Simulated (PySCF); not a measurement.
# doublet [O2]−: levels of theory compared

Aim: a comparison of 4 runs (UHF/3-21G, U-r2SCAN/aug-cc-pVTZ, U-wB97M-V/aug-cc-pVTZ, UCAM-B3LYP/aug-cc-pVTZ) of doublet [O2]−. Input form: a Python script.

The calculation is run with PySCF 2.14.0.

8 further runs of the same task are left out: 1 that didn't finish, 7 set aside as unsound or not needed.

### 1 The structure to begin with

[O2]− has 2 atoms, charge -1, and is taken as a doublet. SMILES of the parent species: `O=O`. Geometry: relaxed at PBE0-D4/def2-TZVP. That shape belongs to the parent species and isn't relaxed for this state.

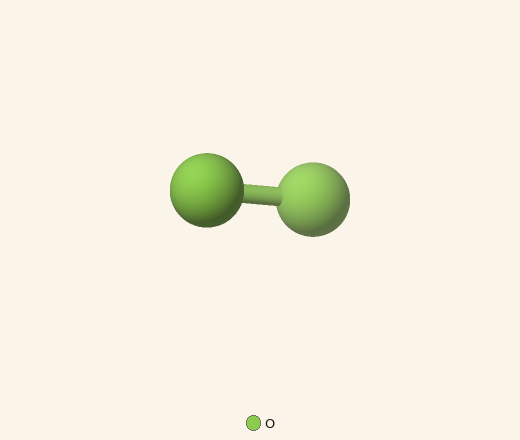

Viewed from a chosen angle; oxygen green.

### 2 A single-point energy at UHF/3-21G (run 1)

File job.py:

```python
from pyscf import gto, scf

mol = gto.Mole()
mol.atom = '''
O      0.962910    -0.311521     0.495959
O     -0.962910     0.311521    -0.495959
'''
mol.charge = -1
mol.basis = '3-21g'
mol.spin = 1
mol.unit = 'bohr'
mol.verbose = 4
mol.max_memory = 1860
mol.build()

calc0 = scf.UHF(mol)
calc0.conv_tol = 1e-10
calc0.kernel()
if not calc0.converged:
    calc0 = calc0.newton().run(calc0.mo_coeff, calc0.mo_occ)

e_tot = calc0.e_tot
print('E(%s) = %.9f' % ('HF', e_tot))
```

Started as:

```sh
$ OMP_NUM_THREADS=1 python job.py
```

The program printed:

```text
PySCF version 2.14.0

[INPUT] num. atoms = 2
[INPUT] num. electrons = 17
[INPUT] charge = -1
[INPUT] spin (= nelec alpha-beta = 2S) = 1
[INPUT] symmetry False subgroup None
[INPUT] Mole.unit = bohr
[INPUT] Symbol           X                Y                Z      unit          X                Y                Z       unit  Magmom
[INPUT]  1 O      0.509550028167  -0.164849813923   0.262450200351 AA    0.962910000000  -0.311521000000   0.495959000000 Bohr   0.0
[INPUT]  2 O     -0.509550028167   0.164849813923  -0.262450200351 AA   -0.962910000000   0.311521000000  -0.495959000000 Bohr   0.0

nuclear repulsion = 28.3929901797742
number of shells = 10
number of NR pGTOs = 30
number of NR cGTOs = 18
basis = 3-21g
ecp = {}

[... 19 lines left out ...]
WARN: beta  nocc = 8  HOMO -0.196397043451312 >= LUMO -0.196397043451308
[... 34 lines left out ...]
converged SCF energy = -148.678146132895  <S^2> = 0.75613483  2S+1 = 2.0061255
E(HF) = -148.678146133
```

Wall time 0.64 s (1 thread of Arm Neoverse V1, shared host); peak memory 0.099 GiB.

### 3 A single-point energy at U-r2SCAN/aug-cc-pVTZ (run 2)

File input.py:

```python
from pyscf import gto, dft

mol = gto.M(
    atom='''
O      0.509550    -0.164850     0.262450
O     -0.509550     0.164850    -0.262450
''',
    max_memory=1860,
    charge=-1,
    spin=1,
    verbose=3,
    basis='aug-cc-pvtz',
)

mf = dft.UKS(mol)
mf.xc = 'r2scan'
mf.grids.level = 5
mf.conv_tol = 1e-10
mf.kernel()
if not mf.converged:
    mf = mf.newton().run(mf.mo_coeff, mf.mo_occ)

e_final = mf.e_tot
print(f'total energy: {e_final:.8f} hartree')
```

Started as:

```sh
$ OMP_NUM_THREADS=1 python input.py
```

The program printed:

```text
converged SCF energy = -150.304116542925  <S^2> = 0.75707749  2S+1 = 2.007065
total energy: -150.30411654 hartree
```

It took 83 s on 1 thread of Arm Neoverse V1, shared host; peak memory 0.48 GiB.

### 4 A single-point energy at U-wB97M-V/aug-cc-pVTZ (run 3)

File calc.py:

```python
from pyscf import gto, dft

mol = gto.M(
    atom='''
O        0.509550      -0.164850       0.262450
O       -0.509550       0.164850      -0.262450
''',
    max_memory=1860,
    charge=-1,
    verbose=3,
    spin=1,
    basis='aug-cc-pvtz',
)

calc0 = dft.UKS(mol, xc='wb97m-v')
calc0.conv_tol = 1e-10
calc0.nlcgrids.level = 1
calc0.grids.level = 5
calc0.kernel()
if not calc0.converged:
    calc0 = calc0.newton().run(calc0.mo_coeff, calc0.mo_occ)

etot = calc0.e_tot
print('E(%s) = %.9f' % ('WB97M-V', etot))
```

Started as:

```sh
$ OMP_NUM_THREADS=1 python calc.py
```

The program printed:

```text
WARN: HOMO -0.231203635795466 >= LUMO -0.231203635795465

converged SCF energy = -150.338577253993  <S^2> = 0.75488731  2S+1 = 2.0048814
E(WB97M-V) = -150.338577254
```

Run time: 32 s. Hardware: 1 thread of Arm Neoverse V1, shared host; peak memory 0.48 GiB.

### 5 The energy at UCAM-B3LYP/aug-cc-pVTZ (run 4)

File run.py:

```python
from pyscf import gto, dft

mol = gto.M(
    atom='''
O      0.509550    -0.164850     0.262450
O     -0.509550     0.164850    -0.262450
''',
    verbose=3,
    basis='aug-cc-pvtz',
    spin=1,
    max_memory=1860,
    charge=-1,
)

calc0 = dft.UKS(mol, xc='cam-b3lyp')
calc0.conv_tol = 1e-10
calc0.grids.level = 5
calc0.kernel()
if not calc0.converged:
    calc0 = calc0.newton().run(calc0.mo_coeff, calc0.mo_occ)

e_final = calc0.e_tot
print('E(%s) = %.9f' % ('CAM-B3LYP', e_final))
```

Started as:

```sh
$ OMP_NUM_THREADS=1 python run.py
```

The program printed:

```text
WARN: HOMO -0.243671032870636 >= LUMO -0.243671032870638

converged SCF energy = -150.338312887475  <S^2> = 0.75589595  2S+1 = 2.0058873
E(CAM-B3LYP) = -150.338312887
```

Run time: 14 s. Hardware: 1 thread of Arm Neoverse V1, shared host; peak memory 0.43 GiB.

### 6 All runs side by side

```tsv
run	level	integration grid	nlc grid	energy (Eh)	HOMO energy (eV)	LUMO energy (eV)	⟨S²⟩	wall time
1	UHF/3-21G	–	–	-148.678146	1.29	15.73	0.756	0.64 s
2	U-r2SCAN/aug-cc-pVTZ	5	–	-150.304117	4.33	5.31	0.757	83 s
3	U-wB97M-V/aug-cc-pVTZ	5	1	-150.338577	0.53	6.43	0.755	32 s
4	UCAM-B3LYP/aug-cc-pVTZ	5	–	-150.338313	1.44	6.36	0.756	14 s
```

### 7 Results

```
                                 quantity          value
                      run 4: total energy  -150.33831 Eh
run 4: HOMO energy (highest over α and β)        1.44 eV
 run 4: LUMO energy (lowest over α and β)        6.36 eV
                              run 4: ⟨S²⟩          0.756
```

Totals of different functionals can't be ranked against each other. In runs 1, 2, 3, 4 the HOMO lies above zero, so the outermost electron may be held by the basis alone. All runs together took 2.2 min, the longest 83 s.
